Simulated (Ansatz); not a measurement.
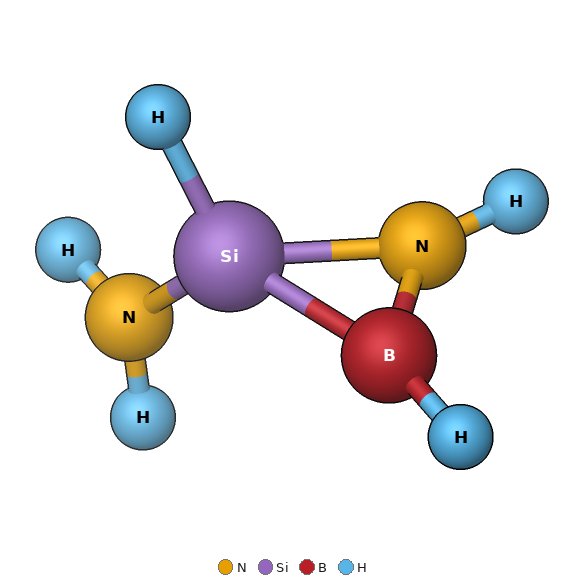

Give the formula.

BH₅N₂Si, 9 atoms: 1 boron, 5 hydrogen, 2 nitrogen and 1 silicon.

How many atoms are distinct by symmetry?

9: 1 N, 1 Si, 1 B, 1 N, 1 H, 1 H, 1 H, 1 H, 1 H.

Name functional groups in it.

Among them: Si–H bond, Si–N bond, B–H bond.

More results for the same structure follow; atom numbers are the same in all pictures, views and colours differ. The computed structure is the end point of a PBE0-D4/def2-TZVP optimisation.

## Electronic properties

Level of theory: RKS r2SCAN-D4/def2-TZVPP (Ansatz 0.2.0).

What does the calculation give?

- dipole moment: 2.07 D
- HOMO energy (Kohn–Sham orbital): −5.63 eV
- LUMO energy (Kohn–Sham orbital): −0.86 eV
- HOMO–LUMO gap: 4.77 eV
- dispersion correction: −3.7 kJ/mol
- vertical ionisation energy: 8.60 eV

## Thermal motion

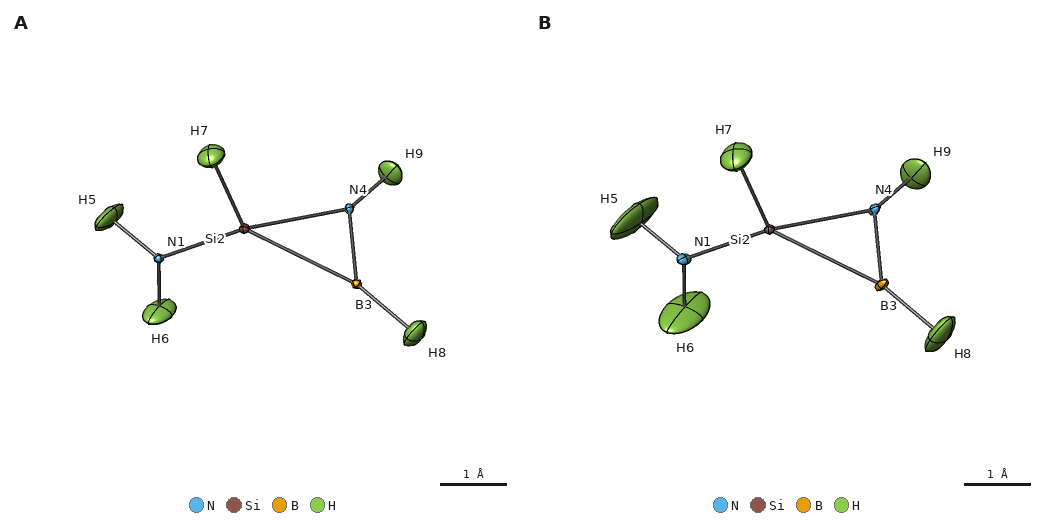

Displacement ellipsoids at the 50 % level, from the internal vibrations of the free molecule (harmonic, no overall translation or rotation; no half-axis is drawn under 0.075 Å). Vibrations computed with RKS PBE0-D4/def2-TZVP (Ansatz 0.2.0). One panel is for 0 K (zero-point motion alone), the other for 600 K.

Which panel is for 600 K?

B.

How much does the mean-square displacement of H5 grow, and why?

U_eq goes from 0.0270 to 0.0755 Å², a factor of 2.8. Modes below kT (417 cm⁻¹ at 600 K) grow about in proportion to T, and the lowest lies at 225 cm⁻¹; the mean-square amplitude of a mode is its zero-point value times coth(ħω/2kT), which comes close to 1 only above about 3kT.

## Charges

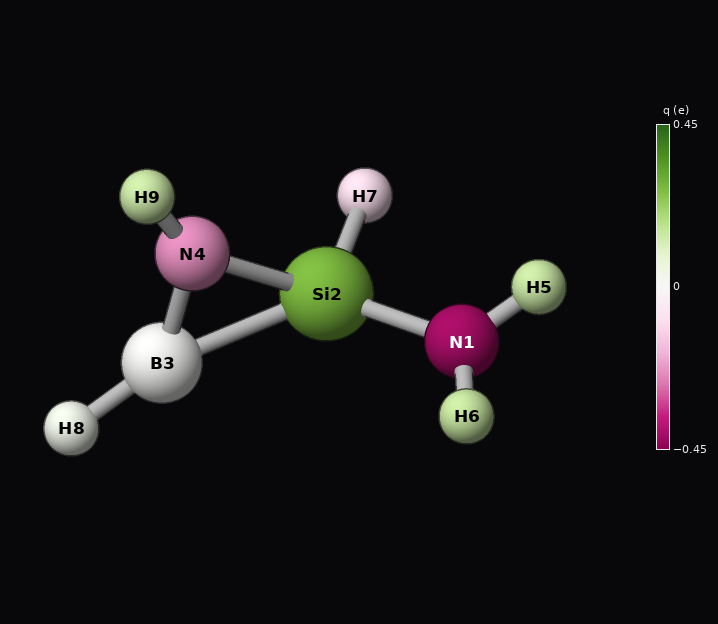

Atoms are coloured by their Mulliken charges. Level of theory: RKS B3LYP-D4/def2-TZVPP (Ansatz 0.2.0).

Which atom carries the highest charge (most positive or least negative)?

Si2 (0.27 e).

And the lowest?

N1 (−0.40 e).

List the Mulliken charges.

```csv
atom,value (e)
N1,−0.40
Si2,0.27
B3,0.01
N4,−0.23
H5,0.14
H6,0.14
H7,−0.09
H8,0.03
H9,0.13
```

Mulliken values depend strongly on the basis set and can even reverse the polarity of a bond.
